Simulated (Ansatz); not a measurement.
**AlNH3 (SMILES [NH2][AlH]): levels of theory compared**

Aim: a comparison of 6 runs (U-wB97M-V/STO-3G, U-wB97X/STO-3G, UBCCD(T)/STO-3G, UCCSDT(Q)/STO-3G, UCCSDT/STO-3G, UCCSD/STO-3G) of AlNH3. 

The results are computed with Ansatz 0.2.0.

52 further runs of the same task are left out: 52 set aside as unsound or not needed.

### 1 The system as given

The species is AlNH3 (5 atoms), meant as a doublet with charge 0. SMILES: `[NH2][AlH]`. The H4–N1 distance was set to 2.523 Å, away from the relaxed value. At this shape a bond of the SMILES string is far longer than usual.

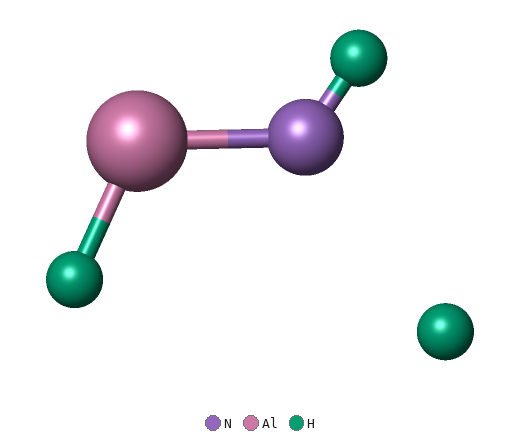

The structure, seen from a chosen angle (nitrogen purple, aluminium pink, hydrogen teal).

### 2 The energy at U-wB97M-V/STO-3G (run 1)

input.yaml

```yaml
crystal:
  periodic: [false, false, false]
  atoms:
    - symbol: "N"
      position_ang: [1.223932, -0.477803, 0.853841]
    - symbol: Al
      position_ang: [2.177132, 1.016897, 0.799541]
    - symbol: H
      position_ang: [1.489032, -1.322303, 1.334241]
    - symbol: H
      position_ang: [-1.010300, -0.782800, -0.277400]
    - symbol: H
      position_ang: [1.532332, 2.224397, -0.036659]
basis:
  gaussian: {orbitals: STO-3G}
hamiltonian: {xc: {name: wB97M-V}}
accuracy: high
magnetization: {spin_polarized: true, initial_magnetization: 1}
```

Launch:

```
$ ansatz run input.yaml --threads 1 --pin off --max-ram 2610MiB --events-out events.jsonl --progress --plain --runs-dir runs
```

Standard output:

```text
Warning: RAYON_NUM_THREADS=1 ignored (pool sized by the plan → 1); use --threads N
Functional definition: wB97M-V
  name "wB97M-V"
  parameter omega = 0.3/bohr
  parameter cx = 0.15
  parameter cx01 = 1.007
  parameter cx10 = 0.259
  parameter css00 = 0.443
  parameter css04 = -1.437
  parameter css10 = -4.535
  parameter css20 = -3.390
  parameter css43 = 4.278
  parameter cos00 = 1.000
  parameter cos10 = 1.358
  parameter cos20 = 2.924
  parameter cos21 = -8.812
  parameter cos60 = -1.390
  parameter cos61 = 9.142
  parameter b = 6.0
  parameter c = 0.01
  gx(w, u) = 1 - cx + cx01*u + cx10*w
  gss(w, u) = css00 + css04*u^4 + css10*w + css20*w^2 + css43*w^4*u^3
  gos(w, u) = cos00 + cos10*w + (cos20 + cos21*u)*w^2 + (cos60 + cos61*u)*w^6
  exchange = spin_sum(e_x_unif_sr(omega)*gx(b97_w, b97_u_x)) + cx*exact_x_sr(omega) + exact_x_lr(omega)
  correlation = spin_sum(e_c_pw_mod_same_spin*gss(b97_w, b97_u_same))
      + integral(e_c_pw_mod_opposite_spin*gos(b97_w_opposite, b97_u_opposite)) + vv10(b, c)
286 factors; integrals over basis functions are off by at most 1.1e-8 eV
133 factors; integrals over basis functions are off by at most 6.7e-10 eV
mean field evaluation 1: about -8021.5957 eV, gradient 2.7e1 eV
mean field evaluation 2: about -7985.5692 eV, gradient 8.2e1 eV
mean field evaluation 4: about -8029.2155 eV, gradient 2.2e0 eV
mean field evaluation 8: about -8029.2452 eV, gradient 1.5e-1 eV
mean field evaluation 16: about -8029.3164 eV, gradient 1.4e-2 eV
mean field evaluation 32: about -8029.2353 eV, gradient 3.3e-2 eV
mean field -8029.31640942 eV, -295.0719355799 hartree, gradient 1.5e-8 eV, S^2 1.026674; 5 other end points of the search recorded, 0 dependent functions left out
reference -8029.31641217 eV, -295.0719356812 hartree; 12, 11 occupied and 5, 6 virtual orbitals, 286 factors
Total energy: -8029.31641217 eV, -295.0719356812 hartree
```

Run time: 31 s. Hardware: 1 thread of Intel Xeon Platinum 8259CL at 2.50GHz (Skylake/Cascade Lake), shared host; peak memory 0.5 GiB.

### 3 The energy at U-wB97X/STO-3G (run 2)

in.yaml

```yaml
crystal:
  periodic: [false, false, false]
  atoms:
    - {symbol: N, position_ang: [1.223932, -0.477803, 0.853841]}
    - {symbol: Al, position_ang: [2.177132, 1.016897, 0.799541]}
    - {symbol: H, position_ang: [1.489032, -1.322303, 1.334241]}
    - {symbol: H, position_ang: [-1.010300, -0.782800, -0.277400]}
    - {symbol: H, position_ang: [1.532332, 2.224397, -0.036659]}
basis:
  gaussian: {orbitals: STO-3G}
magnetization: {spin_polarized: true, initial_magnetization: 1}
hamiltonian: {xc: {name: wB97X}}
accuracy: high
```

Launch:

```
$ ansatz run in.yaml --threads 1 --pin off --max-ram 2610MiB --events-out events.jsonl --progress --plain --runs-dir runs
```

Standard output:

```text
Warning: RAYON_NUM_THREADS=1 ignored (pool sized by the plan → 1); use --threads N
Functional definition: wB97X
  name "wB97X"
[... 1 set-up line as earlier in the session ...]
  parameter cx = 0.157706
  parameter cx1 = 0.726479
  parameter cx2 = 1.04760
  parameter cx3 = -5.70635
  parameter cx4 = 13.2794
  parameter css1 = -4.33879
  parameter css2 = 18.2308
  parameter css3 = -31.7430
  parameter css4 = 17.2901
  parameter cos1 = 2.37031
  parameter cos2 = -11.3995
  parameter cos3 = 6.58405
  parameter cos4 = -3.78132
  exchange = spin_sum(e_x_unif_sr(omega)*poly(b97_u_x, 1 - cx, cx1, cx2, cx3, cx4)) + cx*exact_x_sr(omega)
      + exact_x_lr(omega)
  correlation = spin_sum(e_c_pw_same_spin*poly(b97_u_same, 1, css1, css2, css3, css4))
      + integral(e_c_pw_opposite_spin*poly(b97_u_opposite, 1, cos1, cos2, cos3, cos4))
286 factors; integrals over basis functions are off by at most 1.1e-8 eV
133 factors; integrals over basis functions are off by at most 6.7e-10 eV
mean field evaluation 1: about -8020.5793 eV, gradient 2.7e1 eV
mean field evaluation 2: about -7986.3201 eV, gradient 8.1e1 eV
mean field evaluation 4: about -8028.2022 eV, gradient 2.3e0 eV
mean field evaluation 8: about -8028.2870 eV, gradient 1.6e-1 eV
mean field evaluation 16: about -8028.4544 eV, gradient 6.7e-2 eV
mean field evaluation 32: about -8028.3707 eV, gradient 1.7e-1 eV
mean field -8028.45443873 eV, -295.0402587415 hartree, gradient 1.7e-8 eV, S^2 1.175223; 3 other end points of the search recorded, 0 dependent functions left out
reference -8028.45443759 eV, -295.0402586997 hartree; 12, 11 occupied and 5, 6 virtual orbitals, 286 factors
Total energy: -8028.45443759 eV, -295.0402586997 hartree
```

Wall time 16 s (1 thread of Intel Xeon Platinum 8259CL at 2.50GHz (Skylake/Cascade Lake), shared host); peak memory 0.41 GiB.

Runs 3 to 5 aren't shown in full; the table further down has their settings and results.

### 4 The energy at UCCSD/STO-3G (run 6)

run.yaml

```yaml
crystal:
  periodic: [false, false, false]
  atoms:
    - {symbol: "N", position_ang: [1.223932, -0.477803, 0.853841]}
    - {symbol: Al, position_ang: [2.177132, 1.016897, 0.799541]}
    - {symbol: H, position_ang: [1.489032, -1.322303, 1.334241]}
    - {symbol: H, position_ang: [-1.010300, -0.782800, -0.277400]}
    - {symbol: H, position_ang: [1.532332, 2.224397, -0.036659]}
basis:
  gaussian:
    orbitals: STO-3G
accuracy: high
scf:
  omitted_lower_state_checks: [cluster_reference, increment]
magnetization:
  spin_polarized: true
  initial_magnetization: 1
correlation:
  method: ccsd
  frozen_orbitals: {Al: 5, H: 0, "N": 1}
```

Launch:

```
$ ansatz run run.yaml --threads 1 --pin off --max-ram 2610MiB --events-out events.jsonl --progress --plain --runs-dir runs
```

Standard output:

```text
Warning: RAYON_NUM_THREADS=1 ignored (pool sized by the plan → 1); use --threads N
[... 19 lines left out ...]
6 core orbitals not correlated: weight in the atoms' cores, before any rotation towards them, 1.000 or more for the frozen orbitals, at most 0.000 for the correlated occupied ones
[... 52 lines left out ...]
Total energy: -8010.37345602 eV, -294.3757948827 hartree
Checks for a lower state left out: cluster_reference, increment
```

Run time: 1.4 s. Hardware: 1 thread of Intel Xeon Platinum 8259CL at 2.50GHz (Skylake/Cascade Lake), shared host.

### 5 The series

| run | level | frozen core orbitals | energy (Eh) | ⟨S²⟩ | wall time |
| --- | --- | --- | --- | --- | --- |
| 1 | U-wB97M-V/STO-3G | – | -295.071936 | 1.027 | 31 s |
| 2 | U-wB97X/STO-3G | – | -295.040259 | 1.175 | 16 s |
| 3 | UBCCD(T)/STO-3G | 6 | -294.382608 | 1.567 | 1 s |
| 4 | UCCSDT(Q)/STO-3G | 6 | -294.386369 | 1.567 | 1.8 s |
| 5 | UCCSDT/STO-3G | 6 | -294.385139 | 1.567 | 1.9 s |
| 6 | UCCSD/STO-3G | 6 | -294.375795 | 1.567 | 1.4 s |

### 6 Outcome

| quantity | value |
| --- | --- |
| run 6: total energy | -294.37579 Eh |
| run 6: correlation energy (6 core orbitals frozen) | -98.7 mEh |
| run 6: ⟨S²⟩ of the reference determinant | 1.567 |
| run 6: T1 diagnostic | 0.102 |

In words: Totals of different functionals can't be ranked against each other. In runs 1, 2, 3, 4, 5, 6 the basis is minimal, so the values are rough. Spin contamination of the reference: run 3 ⟨S²⟩ = 1.57, run 4 ⟨S²⟩ = 1.57, run 5 ⟨S²⟩ = 1.57, run 6 ⟨S²⟩ = 1.57, run 2 ⟨S²⟩ = 1.18, run 1 ⟨S²⟩ = 1.03. Where it is this large, the reference is a mixture of spin states, and values that rest on it are in doubt. All runs together took 53 s, the longest 31 s.
